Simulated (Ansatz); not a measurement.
# C9H21Al: the cost of one run

Program: Ansatz 0.2.0, Gaussian basis. Level of theory: one geometry, several basis sets. These are calculated values, not measurements.

Levels to be run: PBE0-D4/def2-SVP; ωB97M-V/def2-SVP; PBE0-D4/def2-QZVPP; ωB97M-V/def2-QZVPP; the functionals' def2-TZVPP values are taken from earlier runs.

1 further run of the same task is left out (it didn't finish).

### Step 1. The geometry

All runs share one geometry, relaxed beforehand with PBE0-D4 in a triple-zeta def2 set.

SMILES `C[CH](C)[Al]([CH](C)C)[CH](C)C`, 31 atoms, charge 0, spin multiplicity 1.

Atoms are counted from 1 here; the program's logs count them from 0.

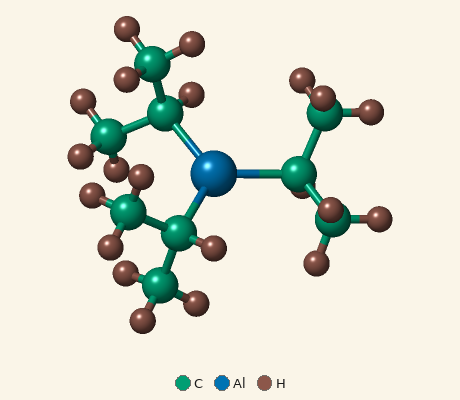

The structure; carbon teal, aluminium blue, hydrogen brown.

Coordinates:

```xyz
31

C     0.2407   -2.0103    1.9190
C     0.9169   -0.7333    1.4065
C     1.0089    0.3082    2.5180
Al   -0.0254   -0.1440   -0.2316
C    -1.5976    1.0562   -0.1368
C    -2.6057    0.6815    0.9476
C    -1.1322    2.5050    0.0394
C     0.5733   -0.7763   -2.0092
C     0.6848    0.3854   -2.9997
C     1.8557   -1.6026   -1.9850
H     0.2207   -2.8069    1.1672
H    -0.7947   -1.8250    2.2260
H     0.7607   -2.4142    2.7973
H     1.9383   -1.0028    1.1048
H     1.5235   -0.0919    3.4014
H     0.0185    0.6340    2.8508
H     1.5537    1.2040    2.2055
H    -2.1051    0.9885   -1.1092
H    -3.4546    1.3776    0.9640
H    -2.1562    0.7095    1.9452
H    -3.0163   -0.3232    0.8074
H    -0.4648    2.8324   -0.7649
H    -1.9819    3.2000    0.0523
H    -0.5974    2.6456    0.9849
H    -0.2409   -1.4270   -2.3672
H     0.9240    0.0321   -4.0107
H    -0.2412    0.9640   -3.0687
H     1.4823    1.0817   -2.7163
H     2.7069   -1.0112   -1.6311
H     2.1198   -1.9717   -2.9843
H     1.7773   -2.4725   -1.3265
```

### Step 2. PBE0-D4 in def2-SVP

in.yaml reads:

```yaml
crystal:
  periodic: [false, false, false]
  atoms:
    - {symbol: C, position_ang: [0.240687, -2.010310, 1.918981]}
    - {symbol: C, position_ang: [0.916876, -0.733350, 1.406503]}
    - {symbol: C, position_ang: [1.008873, 0.308202, 2.517966]}
    - {symbol: Al, position_ang: [-0.025371, -0.143993, -0.231604]}
    - {symbol: C, position_ang: [-1.597554, 1.056158, -0.136794]}
    - {symbol: C, position_ang: [-2.605718, 0.681492, 0.947568]}
    - {symbol: C, position_ang: [-1.132165, 2.505031, 0.039362]}
    - {symbol: C, position_ang: [0.573332, -0.776323, -2.009226]}
    - {symbol: C, position_ang: [0.684837, 0.385422, -2.999714]}
    - {symbol: C, position_ang: [1.855736, -1.602580, -1.985015]}
    - {symbol: H, position_ang: [0.220705, -2.806904, 1.167195]}
    - {symbol: H, position_ang: [-0.794715, -1.824998, 2.225992]}
    - {symbol: H, position_ang: [0.760655, -2.414231, 2.797266]}
    - {symbol: H, position_ang: [1.938286, -1.002819, 1.104792]}
    - {symbol: H, position_ang: [1.523549, -0.091888, 3.401389]}
    - {symbol: H, position_ang: [0.018464, 0.634046, 2.850786]}
    - {symbol: H, position_ang: [1.553686, 1.203956, 2.205476]}
    - {symbol: H, position_ang: [-2.105063, 0.988520, -1.109224]}
    - {symbol: H, position_ang: [-3.454575, 1.377579, 0.964026]}
    - {symbol: H, position_ang: [-2.156211, 0.709519, 1.945208]}
    - {symbol: H, position_ang: [-3.016342, -0.323160, 0.807433]}
    - {symbol: H, position_ang: [-0.464752, 2.832419, -0.764941]}
    - {symbol: H, position_ang: [-1.981855, 3.200003, 0.052256]}
    - {symbol: H, position_ang: [-0.597391, 2.645552, 0.984892]}
    - {symbol: H, position_ang: [-0.240873, -1.426957, -2.367214]}
    - {symbol: H, position_ang: [0.924007, 0.032119, -4.010716]}
    - {symbol: H, position_ang: [-0.241169, 0.963953, -3.068658]}
    - {symbol: H, position_ang: [1.482285, 1.081718, -2.716336]}
    - {symbol: H, position_ang: [2.706925, -1.011196, -1.631116]}
    - {symbol: H, position_ang: [2.119837, -1.971698, -2.984289]}
    - {symbol: H, position_ang: [1.777317, -2.472487, -1.326550]}
basis:
  gaussian: {orbitals: def2-SVP}
hamiltonian: {xc: pbe0, dispersion: d4}
output: {orbitals: {seedname: orbitals}}
```

The run is started by

```console
> ansatz run in.yaml --threads 4 --pin off --events-out ev --progress --plain --max-ram 41984MiB --backend cpu
```

**Question.** How long does this run take on 4 threads of AMD EPYC 7R13, shared host, and how much memory does it need?

About 5.5 s, with a peak of 1.4 GiB.
